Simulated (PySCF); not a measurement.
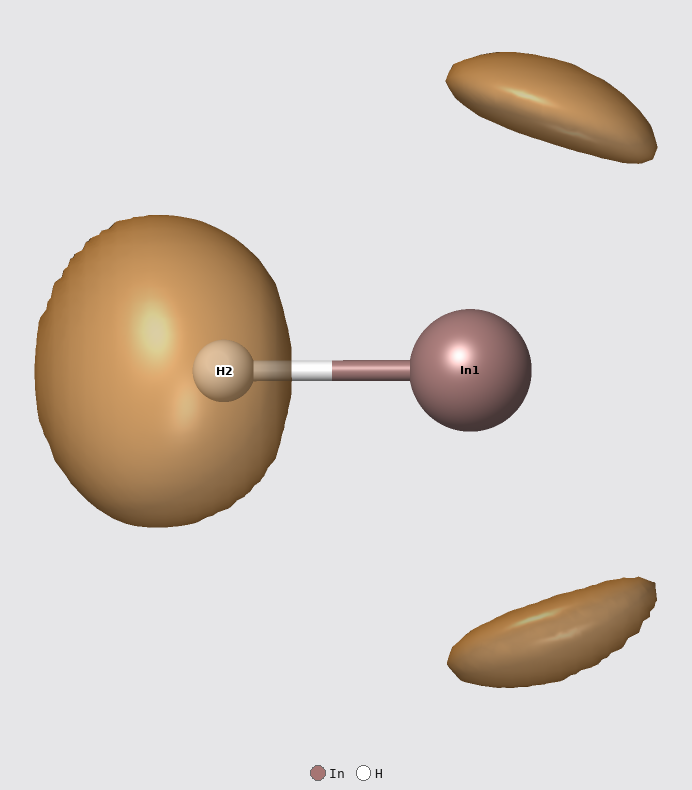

Figure. InH (charge −1, doublet). Isosurface of the electron localisation function at 0.9 (orange), seen from one side. Core shells and regions of very low density are left out.

Core potentials replace the inner electrons of In.

Level of theory: PBE0/def2-TZVPPD, non-relativistic Hamiltonian with scalar-relativistic core potentials where named, at a bond length of 1.895 Å (PySCF 2.14.0).

**Describe the localisation domains.**

The ELF exceeds this value in one region around a hydrogen nucleus and two lobes on In, pointing away from the bonds (non-bonding electrons). Along the contacts the grid gives the following. In–H (1.89 Å): the ELF climbs to about 1 towards the hydrogen.
